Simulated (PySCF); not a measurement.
```tsv
atom	x (Å)	y (Å)	z (Å)
C	-0.9436	-0.8456	1.4493
Si	-0.5597	0.0000	-0.2253
C	-1.8516	-0.5566	-1.5169
C	-0.6099	1.8961	-0.0164
P	1.4706	-0.5290	-1.0775
Si	2.8507	-0.0550	0.6025
H	-0.8146	-1.9223	1.3839
H	-0.2901	-0.4821	2.2369
H	-1.9681	-0.6556	1.7547
H	-1.6574	-0.0970	-2.4813
H	-1.8294	-1.6333	-1.6576
H	-2.8565	-0.2811	-1.2119
H	-1.6020	2.2369	0.2624
H	0.0844	2.2280	0.7498
H	-0.3357	2.3904	-0.9435
H	1.3750	-1.8780	-0.7968
H	2.9019	1.4009	0.7335
H	4.1673	-0.5796	0.2406
H	2.4589	-0.6277	1.8946
```

Geometry: GFN2-xTB.

Level of theory: PySCF, PBE0/def2-SVPD, SCF density, gas phase.

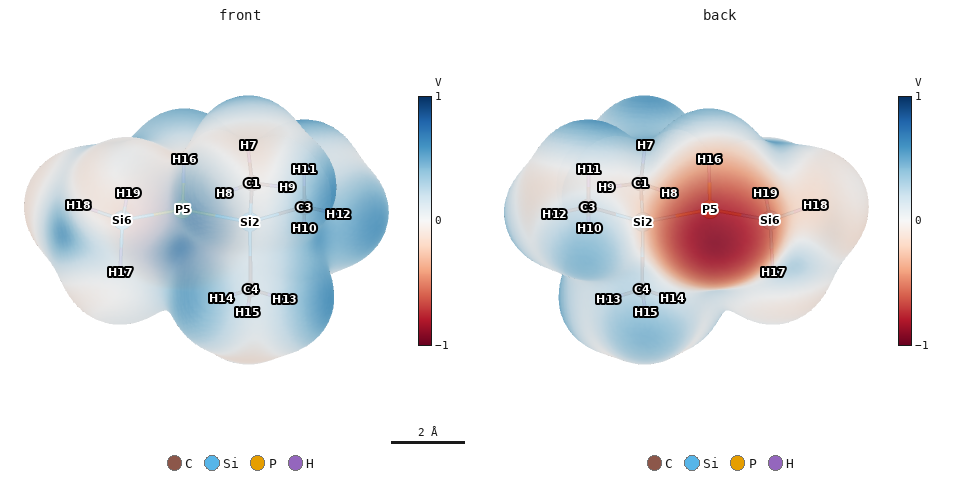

C$_{3}$H$_{13}$PSi$_{2}$ (SMILES C[Si](C)(C)P[SiH3]). The electrostatic potential painted on the density surface at 0.001 e/bohr³, seen from the front and from behind; red is negative and blue positive.

Q: Describe the electrostatic potential map.

A: The most negative region (about −0.8 V) lies over P5, the most positive (about +0.6 V) over the H and Si atoms.

Q: What dipole moment does the calculation give?

A: Its dipole moment is 1.39 D.
